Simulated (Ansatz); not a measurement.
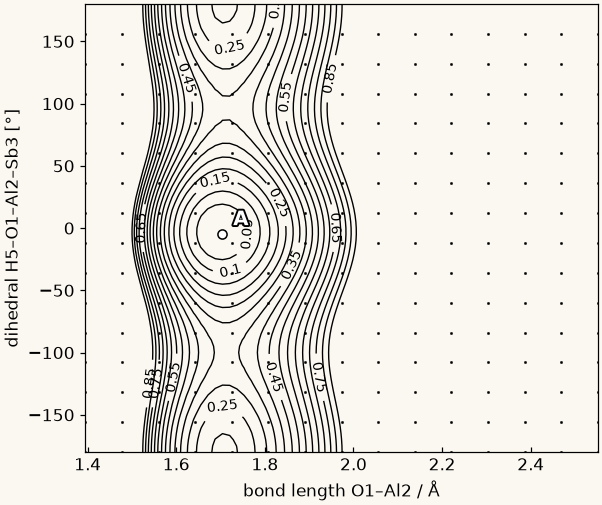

AlClH3OSb, SMILES [OH][AlH][SbH][Cl]. The first coordinate is: bond length O1–Al2; the second: dihedral H5–O1–Al2–Sb3. Nothing is relaxed (all other coordinates rigid). Grid: 15 × 15 points. Points are written as (first, second). Energies are in eV, from the relaxed molecule at the same level. The reference is spin-restricted, which grows unreliable where a bond is stretched far. These are results of RKS PBE0-D4/def2-SVP in Ansatz, not measurements.

In the figure: contour lines labelled in eV (none above 0.85), dots at the grid points, the point A. Between grid points the surface is interpolated.

> What is the easiest way out of the well at A, and how high is the barrier?

The easiest path leads from the well at about (1.70 Å, −5°) to the well at about (1.70 Å, −180°), about 0.19 eV higher. Its highest point lies about 0.34 eV above the bottom of the first well on the interpolated surface, at about (1.71 Å, −100°). Seen from the upper well the barrier is about 0.15 eV. The start is the relaxed structure and all else is held, so a fully relaxed path at this level can only be lower.

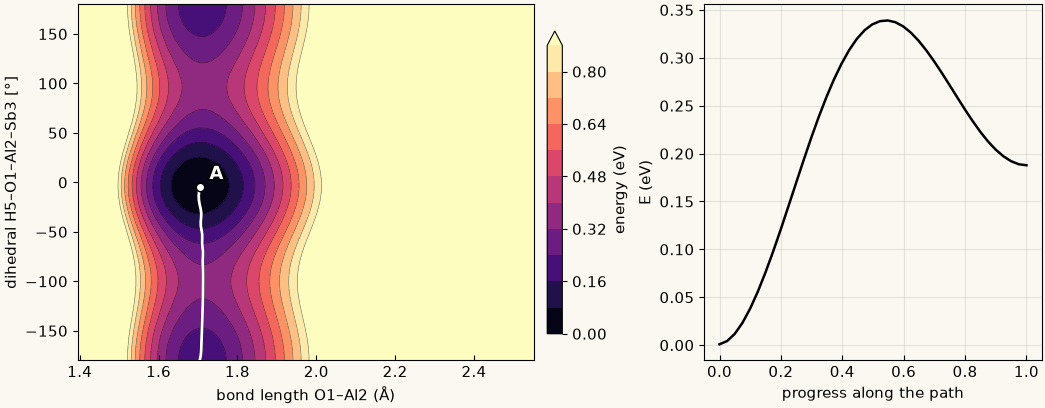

Drawn: filled contours, a line along the lowest path, one colour for all values above the top of the scale, the energy along the path at the right. Between grid points the surface is interpolated.
